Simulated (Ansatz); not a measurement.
BH2N2 (SMILES [NH]B=N) (doublet)

The calculation's input:

```
crystal:
  periodic: [false, false, false]
  atoms:
    - {symbol: B, position_ang: [-2.181386, -0.059774, 1.666849]}
    - {symbol: "N", position_ang: [-1.852017, -0.670949, 0.546885]}
    - {symbol: N, position_ang: [-2.785083, 0.456280, 2.718507]}
    - {symbol: H, position_ang: [-0.940298, -0.746532, 0.125154]}
    - {symbol: H, position_ang: [-2.376318, 0.989653, 3.469045]}
basis:
  gaussian:
    orbitals: def2-TZVPD
magnetization:
  spin_polarized: true
  initial_magnetization: 1
hamiltonian:
  xc: {name: PBE0}
output: {forces: true, orbitals: {seedname: orbitals}}
```

Command:

```sh
ansatz run input.yaml --threads 2 --pin off --max-ram 4350MiB --events-out events.jsonl --progress --plain --runs-dir runs
```

Geometry: PBE0-D4/def2-TZVP.

Theory: isolated molecule in a Gaussian basis; Kohn-Sham density functional theory, functional PBE0 in Ansatz 0.2.0.

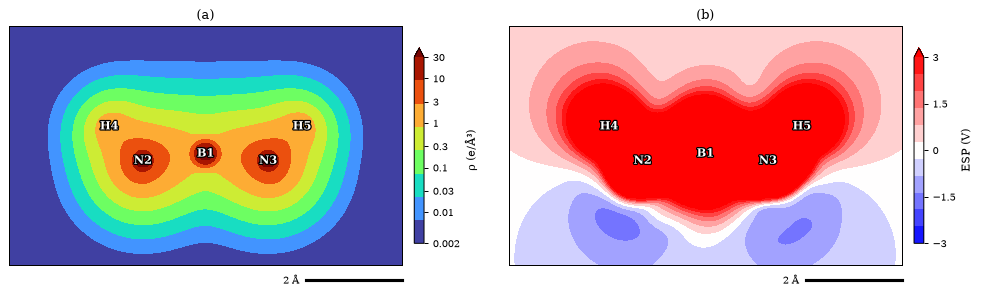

Figure 1. (a) total electron density; (b) electrostatic potential on the molecular plane.

### Read the bonding off the picture.

- The section cuts through B, N and H sites.
- B–N (1.32 Å): ρ is about 2.3 e/Å³ halfway.
- N–H (1.01 Å): ρ is about 2.9 e/Å³ halfway.
- Outside the dense part of the molecule the potential is most negative (−1.6 V) near N2 and N3.

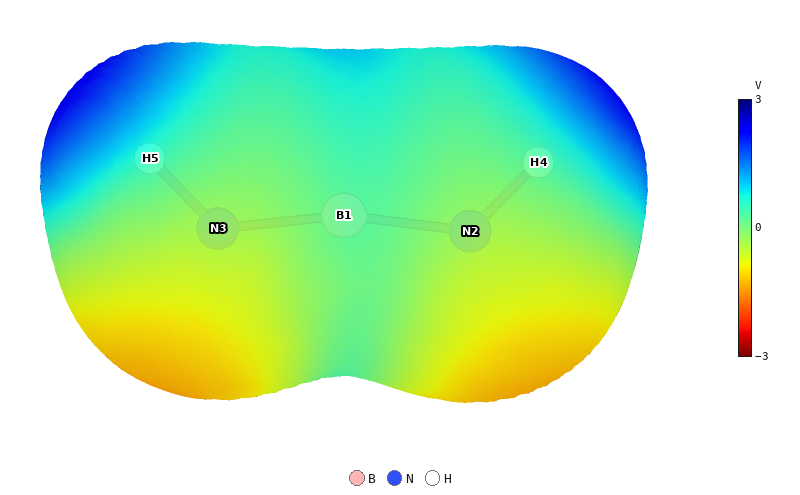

Figure 2. The molecular electrostatic potential painted on the density surface at 0.002 e/bohr³, seen across its widest extent; the colour scale runs from red (negative) to blue (positive).

### Describe the electrostatic potential map.

The most negative region (about −1.4 V) lies over N3, the most positive (about +2.3 V) over H4 and H5.

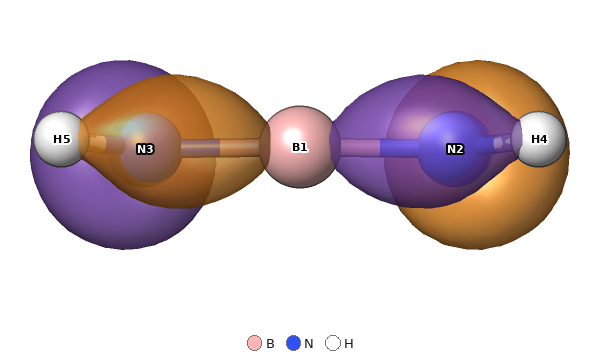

Figure 3. One frontier orbital at ±0.2 Å⁻³ᐟ² (orange and purple are the two phases), seen from one side.

### Which orbital is it: HOMO (β) or LUMO (β)?

The HOMO (β), at −8.16 eV. By Hirshfeld shares it lies mainly on N2 (about 40 %), N3 (about 40 %) and B1 (about 10 %); it is symmetric in the molecular plane (an in-plane orbital: σ, lone-pair or in-plane π type); largely a combination of lone pairs on N2 and N3.
